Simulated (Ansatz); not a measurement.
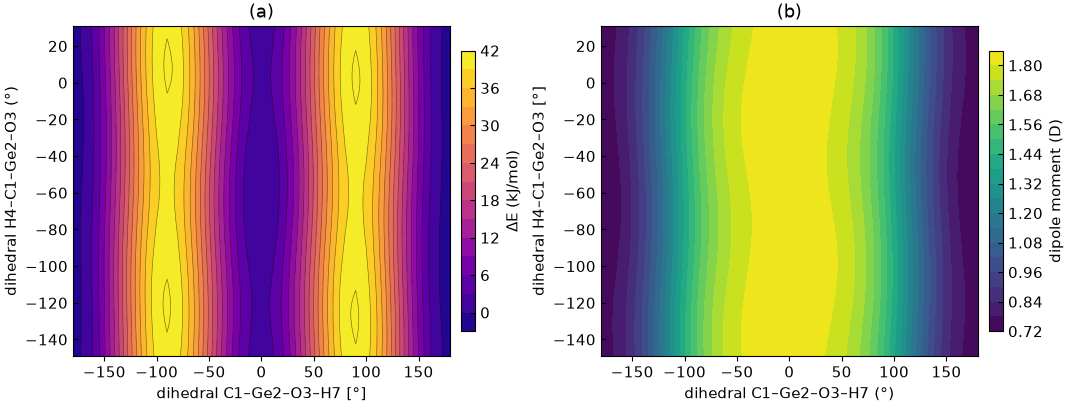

CH4GeO, SMILES [CH3][Ge][OH]. 
- The first coordinate is: dihedral C1–Ge2–O3–H7; the second: dihedral H4–C1–Ge2–O3.
- Nothing is relaxed (all other coordinates rigid).
- The scan uses an 18 × 17 grid.
- Points are written as (first, second).
- Energies are in kJ/mol, from the relaxed molecule at the same level.
- These are results of Ansatz, RKS PBE-D4/def2-TZVP, not measurements.

Panel (a) is the energy and panel (b) the computed dipole moment on the same grid.

In the figure: filled contours. Between grid points the surface is interpolated.

Question: How does the dipole moment vary over the map, and what is it at the lowest grid point?

Answer: Leaving out the highest fifth of the energies, it runs from 0.73 D at (−180°, −59.0°) to 1.86 D at (0°, −2.8°). At the lowest grid point, (−180°, −104.0°), it is 0.75 D.

```csv
"dihedral H4–C1–Ge2–O3 ↓, dihedral C1–Ge2–O3–H7 →",−180,−140,−100,−60,−20,20,60,100,140
31.0,0.75,0.94,1.38,1.71,1.83,1.84,1.75,1.42,0.96
8.5,0.76,0.95,1.41,1.73,1.84,1.84,1.75,1.43,0.96
−14.0,0.75,0.96,1.42,1.75,1.85,1.84,1.73,1.40,0.95
−36.5,0.74,0.94,1.41,1.75,1.84,1.83,1.72,1.39,0.93
−59.0,0.73,0.93,1.39,1.73,1.83,1.83,1.73,1.39,0.93
−81.5,0.74,0.93,1.39,1.72,1.83,1.84,1.74,1.41,0.94
−104.0,0.75,0.95,1.40,1.73,1.84,1.84,1.75,1.42,0.96
−126.5,0.76,0.96,1.43,1.75,1.84,1.84,1.74,1.41,0.95
−149.0,0.75,0.96,1.42,1.75,1.84,1.83,1.71,1.38,0.94
```

The table holds every second grid line.
